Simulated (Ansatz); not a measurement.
# SiGeHO (quartet): one geometry, many settings at a displaced geometry (v2)

Aim: run SiGeHO (quartet) at one geometry under a spread of methods and options, and see what each costs and gives.

Computed with Ansatz 0.2.0, Gaussian basis. Level: the settings change from run to run.

28 further runs of the same task are left out: 13 that didn't finish, 15 set aside as unsound or not needed. Runs told in other sessions of the task aren't counted.

**1. The system**

The geometry is a PBE0/def2-TZVP stationary point (not a proven minimum) with its atoms shifted at random (size 0.100 Å). No spin-orbit coupling is included. The filled d shell of Ge may be among the frozen orbitals whatever the setting's name suggests.

4 atoms, charge 0, spin multiplicity 4.

Atoms are counted from 1 here; the program's logs count them from 0.

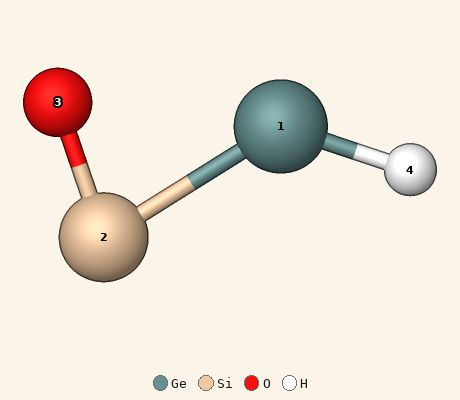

The structure; germanium teal, silicon light orange, oxygen red, hydrogen white; atoms are numbered from 1 in the order of the file.

**2. CCSD on UHF/STO-3G**

File in.yaml:

```yaml
crystal:
  periodic: [false, false, false]
  atoms:
    - {symbol: Ge, position_ang: [0.051369, -0.039079, 0.848192]}
    - {symbol: Si, position_ang: [-0.113506, 0.629101, -1.413726]}
    - {symbol: O, position_ang: [-0.036885, -0.978901, -1.503153]}
    - {symbol: H, position_ang: [0.046223, 0.825394, 2.125220]}
basis:
  gaussian: {orbitals: STO-3G}
magnetization: {spin_polarized: true, initial_magnetization: 3}
correlation: {method: ccsd, electrons: valence}
accuracy: high
scf: {lower_state_search: light}
```

Launch:

```bash
> ansatz run in.yaml --threads 1 --pin off --events-out ev --progress --plain --max-ram 2393MiB
```

Log (excerpt; [...] marks lines left out):

```text
Functional definition: HF
  name "HF"
  cite "Fock, Z. Phys. 61, 126 (1930) doi:10.1007/BF01340294"
  parent pbe
[...]
518 factors; integrals over basis functions are off by at most 7.1e-9 eV
[...]
mean field -65624.92999931 eV, -2411.6716952994 hartree, gradient 2.4e-8 eV, S^2 3.783490; 2 other end points of the search recorded, 0 dependent functions left out
15 core orbitals not correlated: weight in the atoms' cores, before any rotation towards them, 1.000 or more for the frozen orbitals, at most 0.000 for the correlated occupied ones
reference -65624.92999931 eV, -2411.6716952994 hartree; 14, 11 occupied and 4, 7 virtual orbitals, 518 factors
second order -2.09311590 eV of doubles, -0.00000000 eV of singles
cycle   1  -2.42467308 eV  change   -3.3e-1 eV  update   1.1e-1
[...]
cycle  37  -3.08819209 eV  change   6.1e-10 eV  update  6.4e-10
WARN: the results are in doubt because among natural orbitals full CI differs from the method by -0.118 eV
Total energy: -65628.01819140 eV, -2411.7851842653 hartree
In doubt: among natural orbitals full CI differs from the method by -0.118 eV
```

Wall time 2.8 s (1 thread of Arm Neoverse V1, shared host).

From the report: ⟨S²⟩ of the determinant 3.783 (pure quartet: 3.75); correlation -3.0882 eV; T1 0.041; largest double amplitude 0.11. The program marks this result as in doubt; its last lines say why.

**3. CCSD on UHF/def2-SVP**

Edit in.yaml of step 2 so:

```diff
@@ -8,6 +8,5 @@
 basis:
-  gaussian: {orbitals: STO-3G}
+  gaussian: {orbitals: def2-SVP}
 magnetization: {spin_polarized: true, initial_magnetization: 3}
-correlation: {method: ccsd, electrons: valence}
-accuracy: high
-scf: {lower_state_search: light}
+correlation: {method: ccsd, electrons: outside_noble_gas}
+scf: {omitted_lower_state_checks: [cluster_reference]}
```

The command is unchanged.

Log (excerpt; [...] marks lines left out):

```text
Functional definition: HF
  name "HF"
  cite "Fock, Z. Phys. 61, 126 (1930) doi:10.1007/BF01340294"
  parent pbe
[...]
660 factors; integrals over basis functions are off by at most 1.6e-3 eV
[...]
mean field -66375.13124441 eV, -2439.2410825521 hartree, gradient 1.7e-6 eV, S^2 3.802438; 5 other end points of the search recorded, 0 dependent functions left out
20 core orbitals not correlated: weight in the atoms' cores, before any rotation towards them, 0.999 or more for the frozen orbitals, at most 0.000 for the correlated occupied ones
reference -66375.13124441 eV, -2439.2410825521 hartree; 9, 6 occupied and 40, 43 virtual orbitals, 660 factors
second order -8.12438538 eV of doubles, -0.00000000 eV of singles
cycle   1  -8.59897631 eV  change   -4.7e-1 eV  update   1.3e-1
[...]
cycle  16  -9.30014367 eV  change   -2.5e-6 eV  update   5.8e-6
Total energy: -66384.43138808 eV, -2439.5828565282 hartree
Checks for a lower state left out: cluster_reference
```

Run time: 6.5 s. Hardware: 1 thread of Arm Neoverse V1, shared host.

From the report: ⟨S²⟩ of the determinant 3.802 (pure quartet: 3.75); correlation -9.3001 eV; T1 0.053; largest double amplitude 0.07.

**4. BCCD(T) on ROHF/cc-pVDZ**

File in.yaml:

```yaml
crystal:
  periodic: [false, false, false]
  atoms:
    - {symbol: Ge, position_ang: [0.051369, -0.039079, 0.848192]}
    - {symbol: Si, position_ang: [-0.113506, 0.629101, -1.413726]}
    - {symbol: O, position_ang: [-0.036885, -0.978901, -1.503153]}
    - {symbol: H, position_ang: [0.046223, 0.825394, 2.125220]}
basis:
  gaussian: {orbitals: cc-pVDZ, point_charges: [{charge: -1.00, position_ang: [2.672, -0.270, 0.558]}]}
magnetization: {spin_polarized: false, initial_magnetization: 3}
correlation: {method: bccd_t, electrons: outside_noble_gas}
output: {forces: true}
```

Same command.

Log (excerpt; [...] marks lines left out):

```text
Functional definition: HF
  name "HF"
  cite "Fock, Z. Phys. 61, 126 (1930) doi:10.1007/BF01340294"
  parent pbe
[...]
683 factors; integrals over basis functions are off by at most 1.1e-3 eV
[...]
mean field -66386.11033049 eV, -2439.6445565237 hartree, gradient 2.2e-6 eV, S^2 3.750000; 9 other end points of the search recorded, 0 dependent functions left out
[...]
determinant -66386.11033049 eV, -2439.6445565237 hartree, with singles and doubles -66395.69525028 eV, -2439.9967958290 hartree
determinant -66383.69316946 eV, -2439.5557274944 hartree, with singles and doubles -66393.43167097 eV, -2439.9136108239 hartree
determinant -66383.10727533 eV, -2439.5341962823 hartree, with singles and doubles -66392.61180688 eV, -2439.8834813743 hartree
determinant -66382.87702417 eV, -2439.5257347083 hartree, with singles and doubles -66392.29072988 eV, -2439.8716820123 hartree
20 core orbitals not correlated: weight in the atoms' cores, before any rotation towards them, 0.999 or more for the frozen orbitals, at most 0.000 for the correlated occupied ones
reference -66386.11033049 eV, -2439.6445565237 hartree; 9, 6 occupied and 35, 38 virtual orbitals, 683 factors
second order -8.22147795 eV of doubles, -0.18521817 eV of singles
cycle   1  -9.50691349 eV  change    7.8e-2 eV  update   4.6e-2
[...]
cycle  20  -9.54747281 eV  change   -2.3e-7 eV  update   4.9e-7
perturbative correction -0.45614006 eV, -0.0167628380 hartree
[...]
Total energy: -66396.11394336 eV, -2440.0121825162 hartree
Atom 0 at     0.051369    -0.039079     0.848192 Å, force     1.277975    -0.519804    -0.246196 eV/Å
Atom 1 at    -0.113506     0.629101    -1.413726 Å, force     0.127771     0.855559     0.053433 eV/Å
Atom 2 at    -0.036885    -0.978901    -1.503153 Å, force    -0.253006    -0.948385    -0.412271 eV/Å
Atom 3 at     0.046223     0.825394     2.125220 Å, force    -0.050439     0.386178     0.400561 eV/Å
Dipole moment:     0.490503     0.229592     0.462672 e Å
```

It took 28 s on 1 thread of Arm Neoverse V1, shared host; peak memory 0.3 GiB.

From the report: correlation -10.0036 eV; largest double amplitude 0.06.

**5. HF (ROHF)/STO-3G**

Edit in.yaml of step 4 so:

```diff
@@ -8,5 +8,5 @@
 basis:
-  gaussian: {orbitals: cc-pVDZ, point_charges: [{charge: -1.00, position_ang: [2.672, -0.270, 0.558]}]}
+  gaussian: {orbitals: STO-3G}
 magnetization: {spin_polarized: false, initial_magnetization: 3}
-correlation: {method: bccd_t, electrons: outside_noble_gas}
-output: {forces: true}
+hamiltonian: {xc: hf}
+output: {orbitals: {seedname: orbitals}}
```

Launched as before.

Log:

```text
Functional definition: HF
  name "HF"
  cite "Fock, Z. Phys. 61, 126 (1930) doi:10.1007/BF01340294"
  parent pbe
  exchange = exact_x
  correlation = 0
358 factors; integrals over basis functions are off by at most 4.4e-5 eV
mean field evaluation 1: about -65617.6282 eV, gradient 3.0e1 eV
mean field evaluation 2: about -65617.6720 eV, gradient 3.0e1 eV
mean field evaluation 4: about -65623.8487 eV, gradient 5.2e0 eV
mean field evaluation 8: about -65624.8063 eV, gradient 2.1e-1 eV
mean field evaluation 16: about -65615.6948 eV, gradient 1.8e1 eV
mean field evaluation 32: about -65619.4806 eV, gradient 9.9e0 eV
mean field evaluation 64: about -65617.6316 eV, gradient 3.0e1 eV
mean field -65624.80466232 eV, -2411.6670892500 hartree, gradient 2.5e-5 eV, S^2 3.750000; 1 other end points of the search recorded, 0 dependent functions left out
reference -65624.80466232 eV, -2411.6670892500 hartree; 29, 26 occupied and 4, 7 virtual orbitals, 358 factors
Total energy: -65624.80466232 eV, -2411.6670892500 hartree
```

Wall time 0.51 s (1 thread of Arm Neoverse V1, shared host).

**6. NEVPT4(SD)(7,5)/STO-3G**

Edit in.yaml of step 5 so:

```diff
@@ -10,3 +10,4 @@
 magnetization: {spin_polarized: false, initial_magnetization: 3}
-hamiltonian: {xc: hf}
-output: {orbitals: {seedname: orbitals}}
+hamiltonian: {pseudopotentials: {relativity: scalar}}
+correlation: {method: fic_nevpt4_sd, electrons: valence, active_space: {window: {electrons: 7, orbitals: 5}}}
+accuracy: high
```

The command is unchanged.

Log:

```text
Functional definition: HF
  name "HF"
  cite "Fock, Z. Phys. 61, 126 (1930) doi:10.1007/BF01340294"
  parent pbe
  exchange = exact_x
  correlation = 0
518 factors; integrals over basis functions are off by at most 5.4e-9 eV
mean field evaluation 1: about -66088.6880 eV, gradient 3.0e1 eV
mean field evaluation 2: about -66088.7579 eV, gradient 3.0e1 eV
mean field evaluation 4: about -66094.9057 eV, gradient 5.3e0 eV
mean field evaluation 8: about -66095.8624 eV, gradient 2.0e-1 eV
mean field evaluation 16: about -66095.8595 eV, gradient 1.2e-8 eV
mean field evaluation 32: about -66091.7859 eV, gradient 3.1e0 eV
mean field -66095.85954137 eV, -2428.9780367625 hartree, gradient 1.2e-8 eV, S^2 3.750000; 3 other end points of the search recorded, 0 dependent functions left out
reference -66095.85954137 eV, -2428.9780367625 hartree; 29, 26 occupied and 4, 7 virtual orbitals, 518 factors
state -66095.90360041 eV, -2428.9796559024 hartree
state -66095.90360041 eV, -2428.9796559024 hartree; corrected -66098.75872340 eV, -2429.0845797370 hartree
Total energy: -66098.75872340 eV, -2429.0845797370 hartree
Relativity: scalar
```

Run time: 1.8 s. Hardware: 1 thread of Arm Neoverse V1, shared host.

From the report: 10 determinants; active occupations 2.00, 2.00, 1.00, 1.00, 1.00.

**7. BCCD on ROHF/cc-pVDZ**

File in.yaml:

```yaml
crystal:
  periodic: [false, false, false]
  atoms:
    - {symbol: Ge, position_ang: [0.051369, -0.039079, 0.848192]}
    - {symbol: Si, position_ang: [-0.113506, 0.629101, -1.413726]}
    - {symbol: O, position_ang: [-0.036885, -0.978901, -1.503153]}
    - {symbol: H, position_ang: [0.046223, 0.825394, 2.125220]}
basis:
  gaussian: {orbitals: cc-pVDZ}
magnetization: {spin_polarized: false, initial_magnetization: 3}
correlation: {method: bccd, electrons: outside_noble_gas, diis_vectors: 12}
```

Launched as before.

Log (excerpt; [...] marks lines left out):

```text
Functional definition: HF
  name "HF"
  cite "Fock, Z. Phys. 61, 126 (1930) doi:10.1007/BF01340294"
  parent pbe
[...]
683 factors; integrals over basis functions are off by at most 1.1e-3 eV
[...]
mean field -66385.38531270 eV, -2439.6179126112 hartree, gradient 2.9e-6 eV, S^2 3.750000; 9 other end points of the search recorded, 0 dependent functions left out
[...]
determinant -66385.38531270 eV, -2439.6179126112 hartree, with singles and doubles -66395.00123872 eV, -2439.9712913747 hartree
determinant -66383.68369112 eV, -2439.5553791717 hartree, with singles and doubles -66392.40571374 eV, -2439.8759075911 hartree
determinant -66382.43883044 eV, -2439.5096313855 hartree, with singles and doubles -66391.96649055 eV, -2439.8597664365 hartree
determinant -66382.19752895 eV, -2439.5007637192 hartree, with singles and doubles -66391.96576285 eV, -2439.8597396941 hartree
20 core orbitals not correlated: weight in the atoms' cores, before any rotation towards them, 0.999 or more for the frozen orbitals, at most 0.000 for the correlated occupied ones
reference -66385.38531270 eV, -2439.6179126112 hartree; 9, 6 occupied and 35, 38 virtual orbitals, 683 factors
second order -8.22458852 eV of doubles, -0.19200006 eV of singles
cycle   1  -9.52864898 eV  change    8.7e-2 eV  update   4.9e-2
[...]
cycle  14  -9.57515834 eV  change   -7.1e-6 eV  update   1.5e-5
Total energy: -66394.96047103 eV, -2439.9697931899 hartree
```

Run time: 17 s. Hardware: 1 thread of Arm Neoverse V1, shared host.

From the report: correlation -9.5752 eV; largest double amplitude 0.05.

**8. BCCD(T) on UHF/STO-3G**

Edit in.yaml of step 7 so:

```diff
@@ -8,4 +8,5 @@
 basis:
-  gaussian: {orbitals: cc-pVDZ}
-magnetization: {spin_polarized: false, initial_magnetization: 3}
-correlation: {method: bccd, electrons: outside_noble_gas, diis_vectors: 12}
+  gaussian: {orbitals: STO-3G}
+magnetization: {spin_polarized: true, initial_magnetization: 3}
+correlation: {method: bccd_t, electrons: outside_noble_gas, diis_vectors: 1}
+output: {forces: true}
```

The command is unchanged.

Log (excerpt; [...] marks lines left out):

```text
Functional definition: HF
  name "HF"
  cite "Fock, Z. Phys. 61, 126 (1930) doi:10.1007/BF01340294"
  parent pbe
[...]
358 factors; integrals over basis functions are off by at most 4.4e-5 eV
[...]
mean field -65624.92986251 eV, -2411.6716902720 hartree, gradient 2.9e-6 eV, S^2 3.783490; 2 other end points of the search recorded, 0 dependent functions left out
20 core orbitals not correlated, not the lowest: weight in the atoms' cores, before any rotation towards them, 0.708 or more for the frozen orbitals, at most 0.335 for the correlated occupied ones
reference -65624.92986251 eV, -2411.6716902720 hartree; 9, 6 occupied and 4, 7 virtual orbitals, 358 factors
second order -2.04876001 eV of doubles, -0.00000000 eV of singles
cycle   1  -2.42970419 eV  change   -3.8e-1 eV  update   1.1e-1
[...]
cycle  46  -2.95640779 eV  change   -2.1e-7 eV  update   5.0e-7
perturbative correction -0.23040181 eV, -0.0084671102 hartree
[...]
Total energy: -65628.11667211 eV, -2411.7888033647 hartree
Atom 0 at     0.051369    -0.039079     0.848192 Å, force    -0.033544     1.010706     1.296145 eV/Å
Atom 1 at    -0.113506     0.629101    -1.413726 Å, force    -0.020607     0.925980     0.567690 eV/Å
Atom 2 at    -0.036885    -0.978901    -1.503153 Å, force     0.042889    -1.183537    -0.531260 eV/Å
Atom 3 at     0.046223     0.825394     2.125220 Å, force     0.011261    -0.753149    -1.332575 eV/Å
Dipole moment:    -0.012313     0.131804    -0.158607 e Å
```

Wall time 2.5 s (1 thread of Arm Neoverse V1, shared host).

From the report: ⟨S²⟩ of the determinant 3.783 (pure quartet: 3.75); correlation -3.1868 eV; largest double amplitude 0.10.

**9. MP2 on ROHF/cc-pVDZ**

File in.yaml:

```yaml
crystal:
  periodic: [false, false, false]
  atoms:
    - {symbol: Ge, position_ang: [0.051369, -0.039079, 0.848192]}
    - {symbol: Si, position_ang: [-0.113506, 0.629101, -1.413726]}
    - {symbol: O, position_ang: [-0.036885, -0.978901, -1.503153]}
    - {symbol: H, position_ang: [0.046223, 0.825394, 2.125220]}
basis:
  gaussian: {orbitals: cc-pVDZ}
magnetization: {spin_polarized: false, initial_magnetization: 3}
correlation: {method: mp2, electrons: valence}
scf: {lower_state_search: off}
```

Same command.

Log (excerpt; [...] marks lines left out):

```text
Functional definition: HF
  name "HF"
  cite "Fock, Z. Phys. 61, 126 (1930) doi:10.1007/BF01340294"
  parent pbe
[...]
683 factors; integrals over basis functions are off by at most 1.1e-3 eV
[...]
mean field -66385.38531270 eV, -2439.6179126112 hartree, gradient 2.9e-6 eV, S^2 3.750000; 0 other end points of the search recorded, 0 dependent functions left out
15 core orbitals not correlated: weight in the atoms' cores, before any rotation towards them, 1.000 or more for the frozen orbitals, at most 0.000 for the correlated occupied ones
reference -66385.38531270 eV, -2439.6179126112 hartree; 14, 11 occupied and 35, 38 virtual orbitals, 683 factors
second order -8.73674275 eV of doubles, -0.20081843 eV of singles
Total energy: -66394.32287388 eV, -2439.9463619266 hartree
Checks for a lower state left out: stability, starts, cluster_reference, orbital_swaps, neighbouring_geometries, increment
```

Wall time 1.1 s (1 thread of Arm Neoverse V1, shared host).

**10. CASCI(5,8)/STO-3G**

Edit in.yaml of step 9 so:

```diff
@@ -8,5 +8,4 @@
 basis:
-  gaussian: {orbitals: cc-pVDZ}
+  gaussian: {orbitals: STO-3G}
 magnetization: {spin_polarized: false, initial_magnetization: 3}
-correlation: {method: mp2, electrons: valence}
-scf: {lower_state_search: off}
+correlation: {active_space: {window: {electrons: 5, orbitals: 8}, fixed_orbitals: true, states: [{multiplicity: 4, weights: [1, 0.5]}, {multiplicity: 6, weights: [1]}]}}
```

Same command.

Log:

```text
Functional definition: HF
  name "HF"
  cite "Fock, Z. Phys. 61, 126 (1930) doi:10.1007/BF01340294"
  parent pbe
  exchange = exact_x
  correlation = 0
496 factors; integrals over basis functions are off by at most 5.1e-8 eV
mean field evaluation 1: about -65617.6239 eV, gradient 3.0e1 eV
mean field evaluation 2: about -65617.6732 eV, gradient 3.0e1 eV
mean field evaluation 4: about -65623.8492 eV, gradient 5.2e0 eV
mean field evaluation 8: about -65624.8067 eV, gradient 2.1e-1 eV
mean field evaluation 16: about -65616.6906 eV, gradient 7.3e0 eV
mean field evaluation 32: about -65617.6273 eV, gradient 3.0e1 eV
mean field -65624.80480116 eV, -2411.6670943524 hartree, gradient 7.2e-7 eV, S^2 3.750000; 2 other end points of the search recorded, 0 dependent functions left out
reference -65624.80480116 eV, -2411.6670943524 hartree; 29, 26 occupied and 4, 7 virtual orbitals, 496 factors
state -65625.21364422 eV, -2411.6821190577 hartree
state -65622.15602244 eV, -2411.5697535298 hartree
state -65621.11049403 eV, -2411.5313310692 hartree
Total energy: -65622.96085979 eV, -2411.5993307567 hartree
```

Run time: 0.66 s. Hardware: 1 thread of Arm Neoverse V1, shared host.

From the report: 560 determinants; active occupations (of the averaged states) 1.49, 1.01, 1.00, 0.90, 0.60, 0.01, 0.00, 0.00.

**11. The runs in one table**

 † marks a result that the program doubts.

| level | correlated | functions | energy (eV) | time |
| --- | --- | --- | --- | --- |
| CCSD on UHF/STO-3G † | valence | 33 | -65628.0182 | 2.8 s |
| CCSD on UHF/def2-SVP | outside noble gas | 69 | -66384.4314 | 6.5 s |
| BCCD(T) on ROHF/cc-pVDZ (beside a point charge) | outside noble gas | 64 | -66396.1139 | 28 s |
| HF (ROHF)/STO-3G |  | 33 | -65624.8047 | 0.51 s |
| NEVPT4(SD)(7,5)/STO-3G (relativity set) | valence | 33 | -66098.7587 | 1.8 s |
| BCCD on ROHF/cc-pVDZ | outside noble gas | 64 | -66394.9605 | 17 s |
| BCCD(T) on UHF/STO-3G | outside noble gas | 33 | -65628.1167 | 2.5 s |
| MP2 on ROHF/cc-pVDZ | valence | 64 | -66394.3229 | 1.1 s |
| CASCI(5,8)/STO-3G (mean of several states) |  | 33 | -65622.9609 | 0.66 s |

**12. Results**

```
quantity                                                  value
    runs                                                      9
quickest                               HF (ROHF)/STO-3G, 0.51 s
 slowest  BCCD(T) on ROHF/cc-pVDZ (beside a point charge), 28 s
```

What this shows: Total energies in different bases, with other cores or another treatment of relativity can't be set against each other. «valence» and «outside noble gas» are the program's key words; the logs give how many orbitals each freezes, and for Ga to Kr the 3d shell needn't follow the word's plain sense. BCCD(T) on ROHF/cc-pVDZ (beside a point charge) took 54 times as long as HF (ROHF)/STO-3G; the jobs differ in more than the method.
